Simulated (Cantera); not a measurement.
Charge: 1 mol CuO, a varied amount of H2, 0.43 mol N2, equilibrated at 1725 K and 0.00133 bar.

Cantera equilibrium calculation (NASA polynomials, part measured and part estimated; ideal gas, pure solids and liquids). Candidate condensed phases: Cu, CuO, Cu(OH)2, Cu2O, H2O; 27 gas species. Kinetics and transport are ignored.

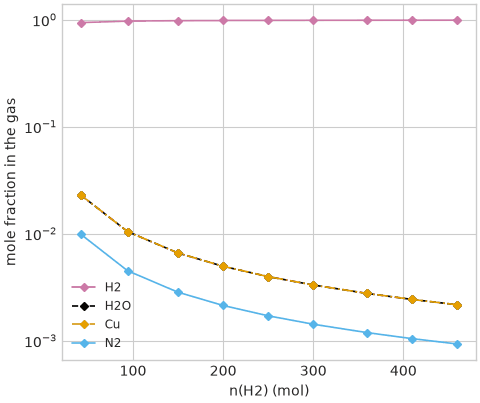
Fig. 1. Equilibrium gas composition (values under 1e-9 drawn at 1e-9)

From 42 mol H2 to 460 mol H2 nothing is condensed. The main Cu-bearing gas is Cu throughout.
